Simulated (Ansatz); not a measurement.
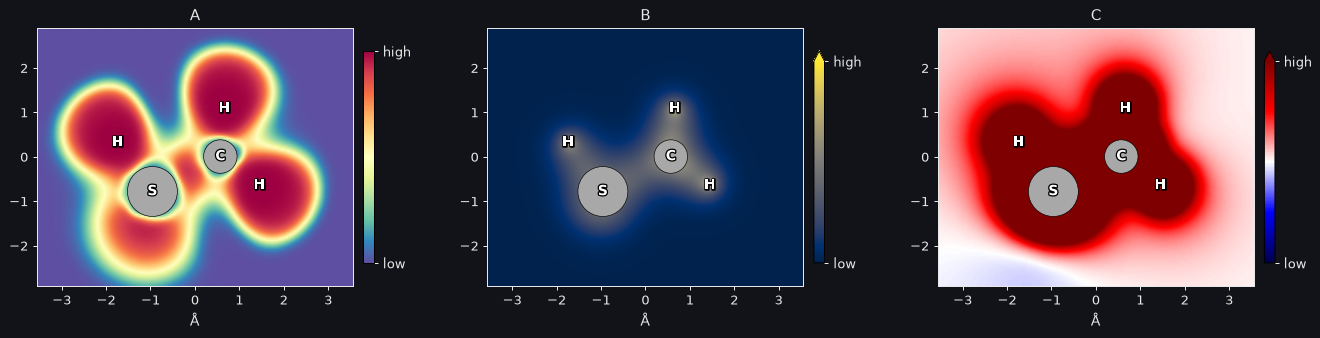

CH3S (SMILES [CH2]S) (doublet): 3 fields on the molecular plane, with unlabelled colour scales. Grey discs cover the atomic cores.

Geometry: PBE0-D3(BJ)/def2-SVP.

Theory: isolated molecule in a Gaussian basis; Kohn-Sham density functional theory, functional PBE0 in Ansatz 0.2.0.

```yaml
atoms:
  - { symbol: C, position_ang: [0.1648, -1.1633, 0.2055] }
  - { symbol: S, position_ang: [-0.5060, -1.0908, -1.3785] }
  - { symbol: H, position_ang: [1.1021, -0.6677, 0.4560] }
  - { symbol: H, position_ang: [0.3079, -0.1399, -1.8842] }
  - { symbol: H, position_ang: [-0.3002, -1.8647, 0.8984] }
```

Q: The panels show electron density, electron localisation function and electrostatic potential in some order. Assign them.

A: Panel A: electron localisation function. Panel B: electron density. Panel C: electrostatic potential (strongly positive close to the atoms and fading to about zero outside). From the grid: C–S (1.72 Å): ρ at the midpoint is about 1.4 e/Å³; the ELF peaks at about 0.90 between the atoms, as expected for localised, covalent bonding. C–H (1.09 Å): ρ at the midpoint is about 2 e/Å³; the ELF climbs to about 1 towards the hydrogen, as it does in any bond to H: a covalent bond by its length.
